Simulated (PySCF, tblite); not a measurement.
**CH₁₃BOSi₅: geometry, infrared bands and NMR shifts**

Aim: predict the infrared bands and NMR shifts of CH₁₃BOSi₅ (`[SiH3]C[Si@H]1OB[SiH2][SiH2][SiH2]1`).

Computed with tblite 0.8.0 and PySCF 2.14.0, with density-fitted response routines of our own, on a single molecule in the gas phase. Atoms count from 0, in the outputs and in this text.

## 1. The starting structure

21 atoms, charge 0, multiplicity 1; geometry from: force field or distance geometry start.

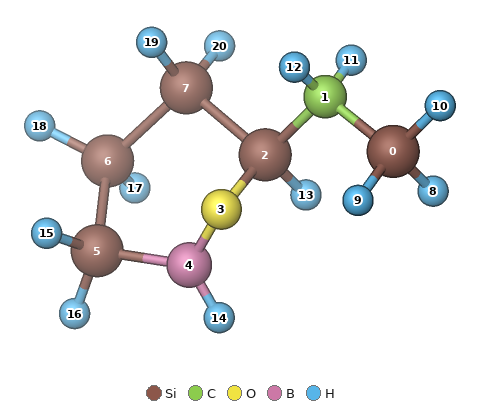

As it starts; silicon brown, carbon green, oxygen yellow, boron pink, hydrogen blue, atoms numbered; sticks join atoms by distance.

## 2. Optimising the geometry with GFN2-xTB

The job: settings as JSON, then the geometry in Å.

```
{"job": {"kind": "relax", "xc": "GFN2-xTB", "basis": "xTB"}, "charge": 0, "multiplicity": 1}
Si     3.590100    -0.369900     0.068900
C      2.243600     0.884900    -0.330100
Si     0.602300     0.019300    -0.403500
O      0.219400    -0.656200     1.123200
B     -0.890100    -1.599300     0.922700
Si    -2.733600    -0.960700     0.958200
Si    -2.940800     0.492800    -0.727000
Si    -0.971800     1.532300    -0.925000
H      3.620200    -1.397600    -0.980700
H      3.293400    -1.001500     1.370700
H      4.879900     0.312300     0.130200
H      2.463000     1.355800    -1.295200
H      2.217200     1.656200     0.483500
H      0.650000    -1.018700    -1.450400
H     -0.672100    -2.732700     0.719400
H     -2.978000    -0.281200     2.254100
H     -3.666300    -2.073900     0.785500
H     -3.208400    -0.266700    -1.958900
H     -4.025300     1.452400    -0.458400
H     -0.906300     2.638300     0.039400
H     -0.795300     2.031100    -2.295800
```

Command:

```bash
$ OMP_NUM_THREADS=1 python probes_run.py task.json out
```

One launch serves the whole session: the jobs run in the order shown.

**Question.** This job is followed by: GFN2-xTB harmonic vibrations, gas phase; GIAO PBE0/pcSseg-1 NMR shielding, non-relativistic, gas phase. Predict these results of the whole session: strongest single infrared mode (GFN2-xTB); zero-point energy (GFN2-xTB); ¹³C shifts against TMS (PBE0/pcSseg-1); ¹H shifts against TMS (PBE0/pcSseg-1, means over atoms taken as alike); ²⁹Si shifts against TMS (PBE0/pcSseg-1); ¹⁷O shifts against H2O (PBE0/pcSseg-1); ¹¹B shifts against BF3·OEt2 (PBE0/pcSseg-1).

**Answer**, as computed:

```
                                                              quantity                                                                  value
                             strongest single infrared mode (GFN2-xTB)                                                  2165 cm⁻¹, 689 km/mol
                                          zero-point energy (GFN2-xTB)                                                          78.2 kcal/mol
                                ¹³C shifts against TMS (PBE0/pcSseg-1)                                                               -2.4 ppm
¹H shifts against TMS (PBE0/pcSseg-1, means over atoms taken as alike)  6.94, 6.01, 3.95, 3.60, 3.59, 3.47, 3.32, 3.24, 3.20, 0.23, -0.13 ppm
                               ²⁹Si shifts against TMS (PBE0/pcSseg-1)                                -2.7, -77.5, -138.4, -139.8, -148.0 ppm
                                ¹⁷O shifts against H2O (PBE0/pcSseg-1)                                                              266.6 ppm
                           ¹¹B shifts against BF3·OEt2 (PBE0/pcSseg-1)                                                               63.0 ppm
```

**Reading.** The optimisation took 240 steps and gained 1.277 eV; among the close pairs (by a distance rule), O3–B4 changed most, from 1.470 to 1.321 Å. No mode is imaginary among the 57: a minimum at this level. The strongest single mode, at 2165 cm⁻¹, is carried by H13, H16, H18, H19. GFN2-xTB is a fitted tight-binding method: band positions and strengths are rough. Its intensities can rank the bands wrongly. At PBE0/pcSseg-1: The largest span, 644 ppm, is at O3, where the paramagnetic term is -331 ppm.
